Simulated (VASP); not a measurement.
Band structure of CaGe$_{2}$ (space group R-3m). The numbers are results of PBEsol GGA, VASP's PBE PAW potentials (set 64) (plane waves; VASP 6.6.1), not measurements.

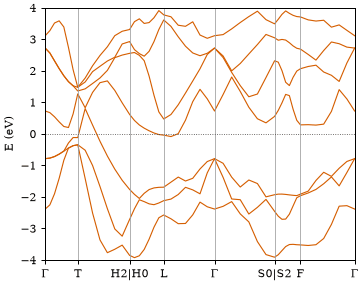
Bands along high-symmetry lines, zero at the valence-band maximum or, without a gap, the Fermi level

Question: Read the plot: is there a gap, and where are the band edges?

Answer: It has no gap at this level: it comes out as a metal or semimetal.

The structure comes from a computed database's CaGe2 entry; how it stands against other phases isn't given here. The cell was not relaxed at this level.
